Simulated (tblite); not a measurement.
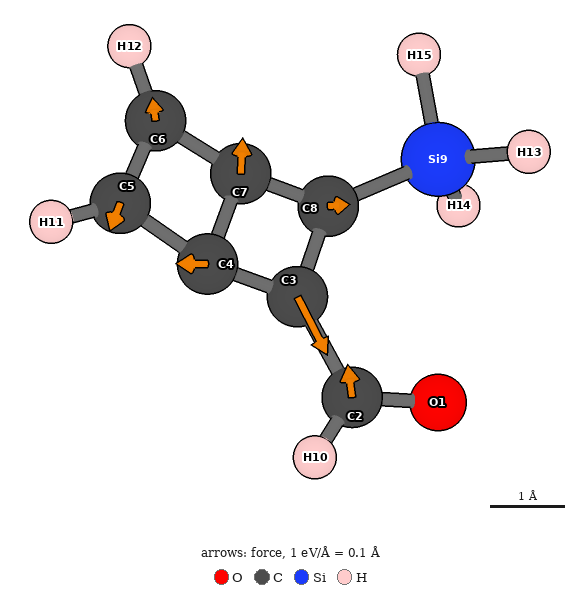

Starting geometry of C7H6OSi (charge −1, multiplicity 2) with the computed forces as orange arrows. The picture is a ball-and-stick view, seen at a tilt.

Level of theory: GFN2-xTB geometry optimisation, gas phase in tblite 0.8.0. 

Q: Is this structure relaxed? If not, where do the atoms go?

A: It isn't relaxed: the largest force vector, on C3, is 9.10 eV/Å. The final displacements follow the starting forces only in part (cosine between the two patterns 0.32). The atom that moves furthest after the best rigid fit is H11 (0.28 Å). By element the largest moves are H 0.28 Å, C 0.22 Å, O 0.20 Å, Si 0.09 Å. Some distances before and after: C2–C3 1.554 → 1.390 Å, C5–C6 1.345 → 1.474 Å, C4–C7 1.437 → 1.552 Å, C4–C5 1.457 → 1.369 Å. Bond angles that change, for instance: C3–C4–C5 163.9° → 176.2°, O1–C2–C3 117.0° → 127.6°, C6–C7–C8 167.6° → 178.1°. Over 33 geometry steps the energy falls by 158.7 kJ/mol. The run took 0.28 s on 1 thread of Arm Neoverse V1 (shared host).
